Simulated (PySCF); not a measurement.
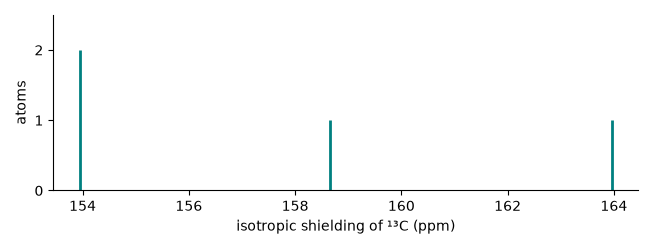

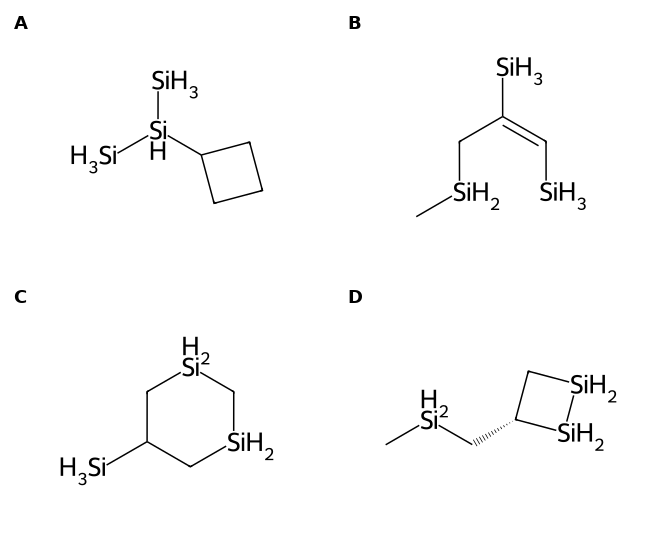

The sticks are computed shieldings of one of the molecules, for one fixed geometry (PBE0-D3(BJ)/def2-SVP) without averaging over rotations. Low shielding means a high chemical shift. Method: GIAO PBE0/pcSseg-1 NMR shielding, non-relativistic, gas phase (PySCF 2.14.0).

**Which molecule gives this pattern?**

A, `[SiH3][SiH]([SiH3])C1CCC1`. Its 4 C atoms give lines at 153.9 (2 atoms), 158.7, 164.0 ppm.

The geometry is semi-empirical. Around Si such bond lengths and angles can be off by a tenth of an ångström or more and by several degrees, and values that hang on the shape move with them.
